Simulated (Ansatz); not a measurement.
# How methods differ on CH4FSi (SMILES [CH2][SiH2]F)

The species is CH4FSi (7 atoms), meant as a doublet with charge 0. SMILES: `[CH2][SiH2]F`. The shape was relaxed beforehand at B3LYP/def2-SVP. This is one conformer, not always the lowest.

```xyz
7

C    -0.8777    0.2853   -0.6195
Si    0.5946   -0.1558    0.3964
F     0.6590   -1.7773    0.5579
H    -1.5466   -0.4694   -1.0488
H    -1.1475    1.3243   -0.8435
H     0.5159    0.4377    1.7626
H     1.8637    0.2873   -0.2507
```

Quantity: the dissociation energy of the F3–Si2 bond into doublet F and singlet CH4Si (shapes relaxed at B3LYP/def2-SVP, no zero-point term), in eV. The values are calculated.

| level | kind | program | value (eV) | less CCSD(T)/def2-TZVP | CPU time (all runs) |
| --- | --- | --- | --- | --- | --- |
| UHF/def2-TZVP | Hartree–Fock | Ansatz | 4.62 | -0.33 | 2 s |
| USVWN5/def2-TZVP | LDA | Ansatz | 5.65 | +0.70 | 2.5 s |
| UBLYP/def2-TZVP | GGA | Ansatz | 4.98 | +0.03 | 4.7 s |
| U-r2SCAN/def2-TZVP | meta-GGA | Ansatz | 5.25 | +0.30 | 10 s |
| UB3LYP/def2-TZVP | global hybrid | Ansatz | 5.04 | +0.09 | 5.4 s |
| UPBE0-D4/def2-TZVP | global hybrid | Ansatz | 5.08 | +0.13 | 5.5 s |
| UCAM-B3LYP/def2-TZVP | range-separated hybrid | Ansatz | 5.24 | +0.29 | 6.1 s |
| UB2PLYP/def2-TZVP | double hybrid | Ansatz | 5.07 | +0.12 | 8.3 s |
| UCCSD(T)/def2-TZVP | coupled cluster or CI | Ansatz | 4.95 | 0.00 | 56 s |

UCCSD(T)/def2-TZVP is the highest level here, not the true value. The values span 4.62 to 5.65 eV. Hartree–Fock misses the correlation of the electron pair that is broken and comes out low. A fragment with an even electron count was run as a singlet and may have a lower triplet. Measured bond enthalpies also hold zero-point and thermal terms, a few tenths of an eV less. CPU times are rough (shared hosts, several kinds of processor and program).

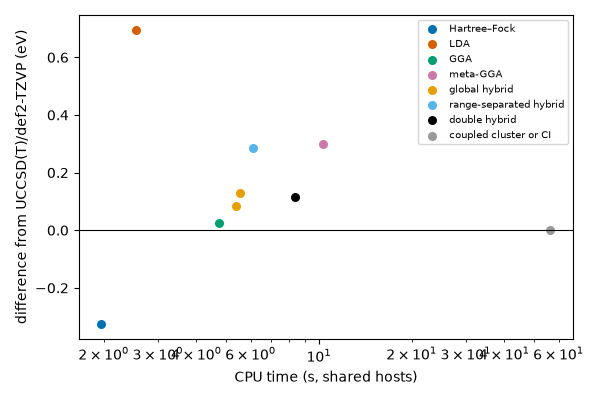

Difference from UCCSD(T)/def2-TZVP against processor time, one point a level.
